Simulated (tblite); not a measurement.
**Run report: C2H11FN2Si2, geometry relaxation (part 1 of 4)**

System: C2H11FN2Si2, SMILES NCCN[SiH2][SiH2]F.
Method: GFN2-xTB geometry optimisation, gas phase (tblite 0.8.0).

It belongs to a series of runs on one base structure; here: NH inserted into a C-Si bond.

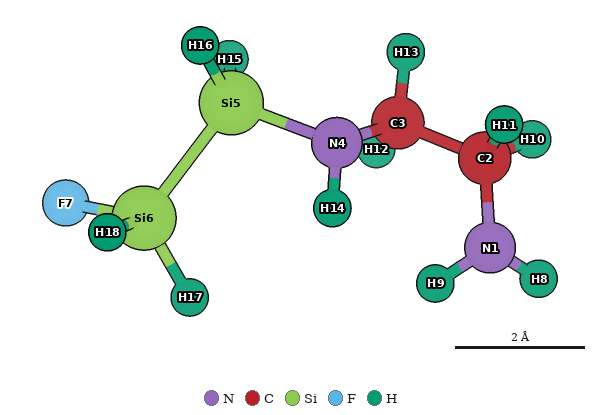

Figure 1. The starting structure (ball-and-stick view, seen at a tilt; atoms are numbered from 1 in the order of the input).

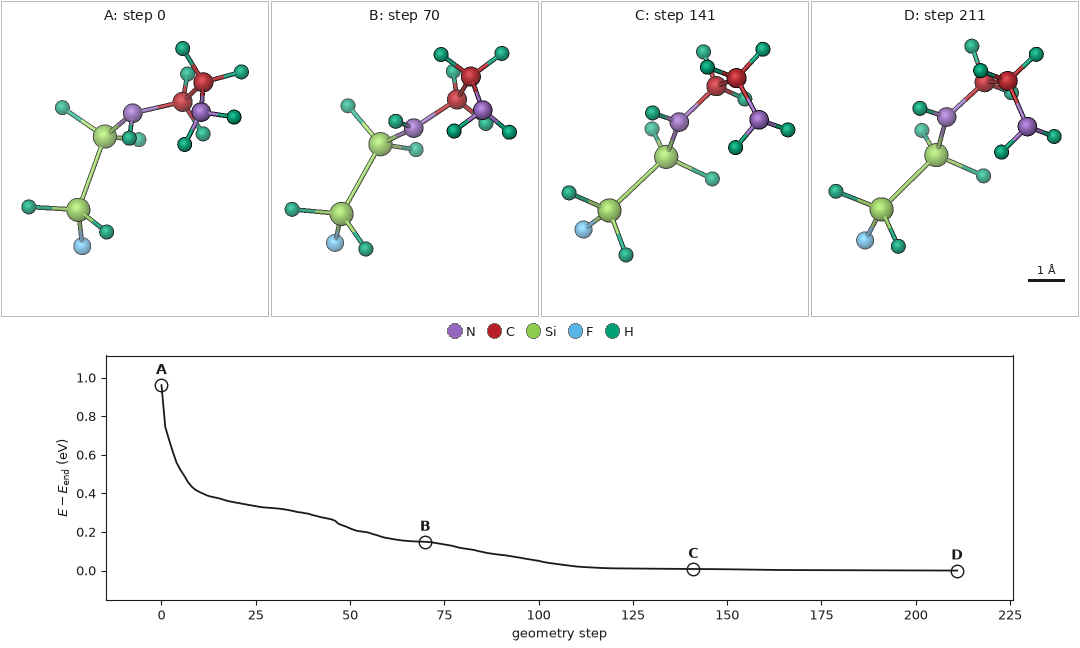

Figure 2. Frames of the relaxation (ball-and-stick view, seen at a tilt) above the curves, on which the letters mark them (steps are counted from 0).

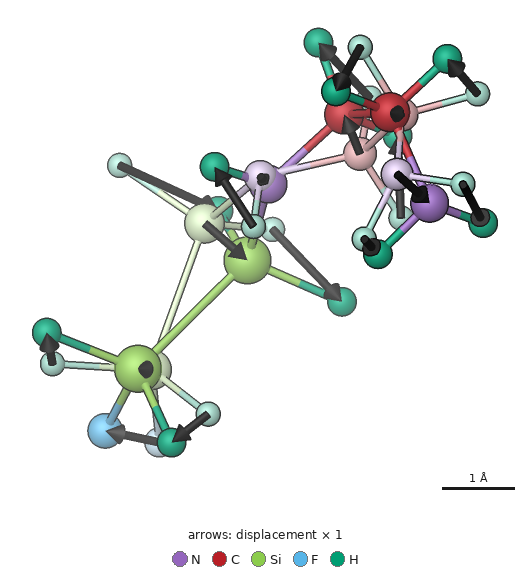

Figure 3. Start (faint) and end (solid) with the displacements as black arrows, at true length (ball-and-stick view, seen at a tilt). The two geometries are laid on each other by the best rigid fit. After 211 geometry steps the energy has fallen by 0.961 eV. The largest force component goes from 1.9 to 0.008 eV/Å. The atom that moves furthest after the best rigid fit is H16 (1.74 Å). Largest moves by element: H 1.74 Å, F 0.84 Å, Si 0.79 Å, N 0.77 Å, C 0.60 Å. Among the contacts that change: N4–Si5 1.789 → 1.716 Å, Si6–F7 1.688 → 1.616 Å, Si5–Si6 2.242 → 2.291 Å, N1–C2 1.410 → 1.450 Å. Among the angles that change: Si5–N4–H14 107.9° → 120.4°, C3–N4–Si5 112.1° → 124.4°, C2–N1–H9 118.5° → 109.1°. (Atoms are counted from 1 in the order of the input.)

The input that produced these results follows, with the program's output.

## Input file
```
{"job": {"kind": "relax", "xc": "GFN2-xTB", "basis": "xTB"}, "charge": 0, "multiplicity": 1}
N     -2.405300     1.190900    -0.780400
C     -2.340800    -0.046100    -0.107300
C     -1.034900    -0.790600    -0.171700
N      0.006000     0.046000     0.381200
Si     1.602200    -0.760900     0.352800
Si     2.940900     0.541500    -0.888200
F      4.041300    -0.420400    -1.732800
H     -3.207700     1.277500    -1.445000
H     -1.567100     1.538300    -1.240600
H     -3.147800    -0.721600    -0.487800
H     -2.547200     0.153300     0.986300
H     -0.796300    -1.100100    -1.221100
H     -1.168000    -1.732600     0.403000
H      0.084800     0.916800    -0.151400
H      1.510000    -2.094100    -0.240500
H      2.188900    -0.818200     1.713300
H      2.197700     1.318900    -1.885900
H      3.634400     1.507600    -0.024900
```

The first line tells a small driver script what to run in tblite; the rest is the geometry in Å.

Command:
```bash
OMP_NUM_THREADS=1 python <driver script> task.json out
```

## The program's output
```
step      E/eV     max force
  0    -651.98267    2.666
  1    -652.19927    0.994
  2    -652.26517    0.613
  3    -652.32777    0.916
  4    -652.38456    0.641
  5    -652.42128    0.436
  6    -652.45095    0.355
  7    -652.48448    0.581
  8    -652.50845    0.520
  9    -652.52520    0.256
 10    -652.53584    0.196
 11    -652.54474    0.238
 12    -652.55382    0.253
 13    -652.56018    0.167
 14    -652.56428    0.166
 15    -652.56824    0.210
 16    -652.57369    0.276
 17    -652.57995    0.253
 18    -652.58511    0.194
 19    -652.58878    0.137
 20    -652.59242    0.210
 21    -652.59632    0.248
 22    -652.60011    0.197
 23    -652.60349    0.132
 24    -652.60681    0.165
 25    -652.60996    0.177
 26    -652.61374    0.150
 27    -652.61624    0.101
 28    -652.61772    0.075
 29    -652.61885    0.082
 30    -652.62034    0.096
 31    -652.62232    0.177
 32    -652.62502    0.144
 33    -652.62771    0.293
 34    -652.63161    0.180
 35    -652.63543    0.164
 36    -652.64035    0.163
 37    -652.64257    0.210
 38    -652.64652    0.158
 39    -652.64929    0.131
 40    -652.65590    0.182
 41    -652.66038    0.210
 42    -652.66595    0.200
 43    -652.67010    0.153
 44    -652.67403    0.242
 45    -652.67792    0.480
 46    -652.68548    0.430
 47    -652.70216    0.405
 48    -652.70923    0.237
 49    -652.71651    0.198
 50    -652.72522    0.265
 51    -652.73286    0.318
 52    -652.73877    0.186
 53    -652.74114    0.219
 54    -652.74399    0.149
 55    -652.74748    0.171
 56    -652.75478    0.260
 57    -652.75942    0.259
 58    -652.76641    0.219
 59    -652.77246    0.288
 60    -652.77609    0.357
 61    -652.77926    0.297
 62    -652.78285    0.280
 63    -652.78547    0.091
 64    -652.78844    0.094
 65    -652.78975    0.103
 66    -652.79174    0.086
 67    -652.79281    0.059
 68    -652.79349    0.048
 69    -652.79401    0.054
 70    -652.79486    0.084
 71    -652.79628    0.128
 72    -652.79868    0.174
 73    -652.80196    0.193
 74    -652.80545    0.135
 75    -652.80844    0.122
 76    -652.81123    0.117
 77    -652.81519    0.164
 78    -652.82061    0.191
 79    -652.82532    0.166
 80    -652.82882    0.130
 81    -652.83138    0.245
 82    -652.83445    0.167
 83    -652.83765    0.152
 84    -652.84297    0.174
 85    -652.84686    0.155
 86    -652.85141    0.143
 87    -652.85480    0.148
 88    -652.85740    0.139
 89    -652.86013    0.133
 90    -652.86260    0.200
 91    -652.86431    0.152
 92    -652.86743    0.169
 93    -652.87039    0.192
 94    -652.87362    0.157
 95    -652.87703    0.155
 96    -652.88079    0.162
 97    -652.88388    0.150
 98    -652.88674    0.114
 99    -652.88995    0.154
100    -652.89352    0.144
101    -652.89819    0.150
102    -652.90197    0.148
103    -652.90513    0.156
104    -652.90760    0.118
105    -652.91011    0.109
106    -652.91212    0.106
107    -652.91513    0.117
108    -652.91800    0.133
109    -652.92064    0.155
110    -652.92294    0.088
111    -652.92446    0.070
112    -652.92566    0.069
113    -652.92682    0.090
114    -652.92774    0.105
115    -652.92879    0.083
116    -652.92983    0.086
117    -652.93092    0.073
118    -652.93160    0.048
119    -652.93216    0.040
120    -652.93243    0.040
121    -652.93265    0.044
122    -652.93284    0.037
123    -652.93304    0.035
124    -652.93324    0.049
125    -652.93346    0.052
126    -652.93364    0.047
127    -652.93378    0.030
128    -652.93391    0.026
129    -652.93405    0.024
130    -652.93417    0.030
131    -652.93427    0.029
132    -652.93436    0.020
133    -652.93446    0.024
134    -652.93460    0.032
135    -652.93478    0.028
136    -652.93497    0.029
137    -652.93516    0.027
138    -652.93535    0.037
139    -652.93557    0.051
140    -652.93578    0.050
141    -652.93596    0.036
142    -652.93607    0.019
143    -652.93613    0.017
144    -652.93619    0.021
145    -652.93628    0.026
146    -652.93640    0.030
147    -652.93656    0.042
148    -652.93677    0.050
149    -652.93700    0.056
150    -652.93727    0.047
151    -652.93759    0.046
152    -652.93795    0.054
153    -652.93825    0.041
154    -652.93848    0.030
155    -652.93865    0.029
156    -652.93880    0.027
157    -652.93900    0.033
158    -652.93926    0.034
159    -652.93959    0.035
160    -652.93993    0.042
161    -652.94027    0.051
162    -652.94056    0.049
163    -652.94080    0.031
164    -652.94098    0.021
165    -652.94113    0.025
166    -652.94120    0.027
167    -652.94131    0.027
168    -652.94137    0.030
169    -652.94147    0.021
170    -652.94154    0.018
171    -652.94158    0.016
172    -652.94163    0.016
173    -652.94170    0.022
174    -652.94177    0.022
175    -652.94185    0.020
176    -652.94193    0.018
177    -652.94199    0.014
178    -652.94204    0.013
179    -652.94207    0.013
180    -652.94210    0.014
181    -652.94213    0.016
182    -652.94220    0.024
183    -652.94227    0.024
184    -652.94234    0.019
185    -652.94239    0.015
186    -652.94242    0.017
187    -652.94245    0.016
188    -652.94247    0.012
189    -652.94250    0.010
190    -652.94253    0.012
191    -652.94257    0.019
192    -652.94263    0.027
193    -652.94271    0.028
194    -652.94280    0.028
195    -652.94290    0.024
196    -652.94299    0.022
197    -652.94309    0.021
198    -652.94317    0.020
199    -652.94322    0.018
200    -652.94326    0.014
201    -652.94331    0.016
202    -652.94341    0.020
203    -652.94353    0.028
204    -652.94365    0.032
205    -652.94373    0.025
206    -652.94377    0.016
207    -652.94380    0.012
208    -652.94383    0.011
209    -652.94388    0.011
210    -652.94390    0.011
211    -652.94392    0.009
```

## Trajectory as extended XYZ (Å, eV, eV/Å), 44 of the 212 frames kept, from step=0 to step=211
```
18
Properties=species:S:1:pos:R:3:forces:R:3 step=0 energy=-651.98267
N    -2.4053    1.1909   -0.7804   -1.0180   1.8900  -1.5810
C    -2.3408   -0.0461   -0.1073   -1.3180  -1.0590   0.9720
C    -1.0349   -0.7906   -0.1717   -0.0210  -0.4740  -0.4720
N     0.0060    0.0460    0.3812    1.7590  -0.9020  -0.2190
Si    1.6022   -0.7609    0.3528   -0.6020   0.1980   0.6770
Si    2.9409    0.5415   -0.8882    1.1410  -0.2010  -0.8520
F     4.0413   -0.4204   -1.7328   -0.9910   1.1590   0.7950
H    -3.2077    1.2775   -1.4450    1.0900  -0.2080   0.7550
H    -1.5671    1.5383   -1.2406   -0.1560  -0.4340   0.1290
H    -3.1478   -0.7216   -0.4878    0.3790   0.2580   0.3580
H    -2.5472    0.1533    0.9863    0.0850  -0.2290  -0.6770
H    -0.7963   -1.1001   -1.2211   -0.2670   0.1800   0.3530
H    -1.1680   -1.7326    0.4030    0.4120   0.5940  -0.1010
H     0.0848    0.9168   -0.1514   -0.4390  -0.2500   0.3710
H     1.5100   -2.0941   -0.2405   -0.1350  -0.1870   0.1660
H     2.1889   -0.8182    1.7133   -0.4390  -0.1640  -0.1120
H     2.1977    1.3189   -1.8859    0.2940  -0.0310  -0.2050
H     3.6344    1.5076   -0.0249    0.2260  -0.1390  -0.3580
18
Properties=species:S:1:pos:R:3:forces:R:3 step=5 energy=-652.42128
N    -2.4408    1.2647   -0.7677    0.0110  -0.1350  -0.2500
C    -2.3764   -0.0339   -0.0982    0.0210  -0.1620   0.2120
C    -1.0469   -0.7843   -0.1885    0.0020  -0.1810  -0.1280
N     0.0802   -0.0415    0.3134   -0.0900   0.2120   0.0570
Si    1.6435   -0.7666    0.3644   -0.1420  -0.1940  -0.0280
Si    2.9523    0.5664   -0.8979   -0.0380   0.1260  -0.0080
F     4.0095   -0.3321   -1.6997    0.2670  -0.0070  -0.1560
H    -3.1805    1.2669   -1.4641    0.1440   0.0380   0.0560
H    -1.5709    1.4831   -1.2469   -0.0950  -0.0860   0.0230
H    -3.1544   -0.7197   -0.4593    0.0280   0.1500  -0.0180
H    -2.5618    0.1418    0.9617   -0.1000   0.1010   0.2240
H    -0.8424   -1.0852   -1.2208   -0.2460  -0.0810  -0.3110
H    -1.1152   -1.6920    0.4073   -0.1380  -0.1500   0.0380
H     0.0376    0.8859   -0.0773    0.0650   0.2880   0.1800
H     1.4925   -2.1106   -0.1993    0.0480  -0.1640   0.1020
H     2.1253   -0.8511    1.7382   -0.1250  -0.1330   0.2510
H     2.2498    1.3158   -1.9261    0.0330   0.1260  -0.2610
H     3.6899    1.4987   -0.0803    0.3560   0.2520   0.0170
18
Properties=species:S:1:pos:R:3:forces:R:3 step=10 energy=-652.53584
N    -2.4382    1.2465   -0.7721    0.0810   0.0170  -0.0320
C    -2.3842   -0.0372   -0.0661   -0.0300   0.0430  -0.0870
C    -1.0603   -0.7983   -0.2109   -0.1200   0.0710   0.0520
N     0.0852   -0.0559    0.2637   -0.0710  -0.0450  -0.0640
Si    1.6456   -0.7871    0.3715    0.0440   0.1130  -0.0980
Si    2.9673    0.6125   -0.8998   -0.0090  -0.0210   0.0680
F     4.0475   -0.2696   -1.7102    0.1080  -0.0240  -0.0380
H    -3.1619    1.2621   -1.4812   -0.0290  -0.0980   0.0790
H    -1.5682    1.4348   -1.2543    0.1170  -0.0140   0.0080
H    -3.1694   -0.6962   -0.4424   -0.1180  -0.0850   0.0930
H    -2.5849    0.1592    0.9950    0.1090   0.0090  -0.0510
H    -0.9342   -1.0928   -1.2718   -0.0530   0.0350   0.1780
H    -1.1182   -1.7044    0.3990   -0.0600  -0.0410  -0.1720
H     0.0241    0.9233    0.0228   -0.0450  -0.0440   0.0760
H     1.4962   -2.1643   -0.1479    0.0810   0.1400   0.0720
H     2.0466   -0.9055    1.7926   -0.0880  -0.0160  -0.1220
H     2.3015    1.3376   -1.9994    0.1150  -0.0450   0.1520
H     3.7968    1.5415   -0.1296   -0.0340   0.0060  -0.1140
18
Properties=species:S:1:pos:R:3:forces:R:3 step=15 energy=-652.56824
N    -2.4226    1.2407   -0.7811   -0.0300  -0.0450   0.0560
C    -2.3977   -0.0340   -0.0618    0.0210  -0.0090   0.0740
C    -1.0859   -0.7997   -0.2139    0.0360  -0.0760  -0.0630
N     0.0756   -0.0672    0.2347   -0.0080  -0.0490   0.0160
Si    1.6447   -0.7686    0.3563   -0.0690   0.0600   0.0820
Si    2.9906    0.6144   -0.8935    0.1900  -0.0470  -0.0750
F     4.0847   -0.2502   -1.7167   -0.0220  -0.0130   0.0740
H    -3.1583    1.2421   -1.4742    0.0150   0.0470  -0.0800
H    -1.5433    1.4089   -1.2580   -0.0470  -0.0520  -0.0320
H    -3.2001   -0.6969   -0.4083    0.0040   0.0860   0.0690
H    -2.5685    0.1742    0.9997    0.0170   0.0560   0.0440
H    -0.9805   -1.0877   -1.2701    0.0270   0.0080  -0.1260
H    -1.1407   -1.7247    0.3632   -0.0340  -0.0150   0.0380
H    -0.0008    0.9266    0.0815   -0.1230  -0.0240   0.0230
H     1.5210   -2.1510   -0.1184    0.0350  -0.0410  -0.1200
H     1.9965   -0.9250    1.7831    0.0220   0.0830  -0.0230
H     2.3448    1.3393   -1.9924   -0.0250   0.0190   0.0130
H     3.8317    1.5648   -0.1714   -0.0100   0.0120   0.0300
18
Properties=species:S:1:pos:R:3:forces:R:3 step=20 energy=-652.59242
N    -2.4204    1.2306   -0.7822   -0.0040   0.0440  -0.0860
C    -2.3998   -0.0316   -0.0422   -0.0220   0.0180  -0.0300
C    -1.1054   -0.8226   -0.2351   -0.0320   0.0410   0.0250
N     0.0518   -0.0877    0.2214    0.0240  -0.0250  -0.0140
Si    1.6374   -0.7413    0.3464    0.0490  -0.1020  -0.0900
Si    3.0420    0.6044   -0.8954   -0.1810   0.0720   0.0790
F     4.1310   -0.2668   -1.7058    0.0350  -0.0440   0.0280
H    -3.1464    1.2376   -1.4882   -0.0220  -0.0400   0.0280
H    -1.5418    1.3683   -1.2696    0.0220   0.0160  -0.0030
H    -3.2324   -0.6710   -0.3465   -0.0600  -0.0130   0.0260
H    -2.5341    0.2063    1.0197    0.0970  -0.0140   0.0140
H    -1.0023   -1.0804   -1.3035   -0.0580  -0.0330   0.0590
H    -1.1715   -1.7506    0.3379    0.0270  -0.0340  -0.0720
H    -0.0757    0.9080    0.1331   -0.0050   0.0060   0.0350
H     1.5600   -2.1294   -0.1458   -0.0090   0.0710  -0.0560
H     1.9741   -0.8966    1.7705    0.0520   0.0780   0.0720
H     2.3721    1.3422   -1.9698    0.0130  -0.0120  -0.0810
H     3.8527    1.5871   -0.1861    0.0740  -0.0290   0.0660
18
Properties=species:S:1:pos:R:3:forces:R:3 step=25 energy=-652.60996
N    -2.4198    1.2275   -0.7978    0.0030  -0.1010   0.0620
C    -2.4062   -0.0231   -0.0309    0.0570  -0.0140   0.0160
C    -1.1263   -0.8351   -0.2483   -0.0120  -0.0470  -0.0420
N     0.0440   -0.1082    0.1944   -0.0440  -0.0430  -0.0570
Si    1.6394   -0.7397    0.3339   -0.0570   0.1480   0.0790
Si    3.0479    0.6213   -0.8850    0.0780   0.0180  -0.0460
F     4.1533   -0.2719   -1.6676   -0.1110   0.0520   0.0970
H    -3.1486    1.2213   -1.4999   -0.0020  -0.0310  -0.0120
H    -1.5361    1.3422   -1.2834   -0.0350   0.0410  -0.0150
H    -3.2704   -0.6466   -0.2872    0.0690   0.0530   0.0360
H    -2.4783    0.2291    1.0350    0.0010   0.0410  -0.0390
H    -1.0451   -1.0850   -1.3180   -0.0090   0.0020  -0.0400
H    -1.1856   -1.7791    0.2998   -0.0300   0.0210   0.0280
H    -0.1265    0.8849    0.1968    0.0980   0.0000   0.0460
H     1.5821   -2.1083   -0.1890   -0.0200  -0.0570  -0.0080
H     1.9709   -0.8497    1.7746    0.0230  -0.0050  -0.1090
H     2.4022    1.3411   -1.9898    0.0520  -0.0100  -0.0030
H     3.8942    1.5857   -0.1787   -0.0610  -0.0680   0.0090
```
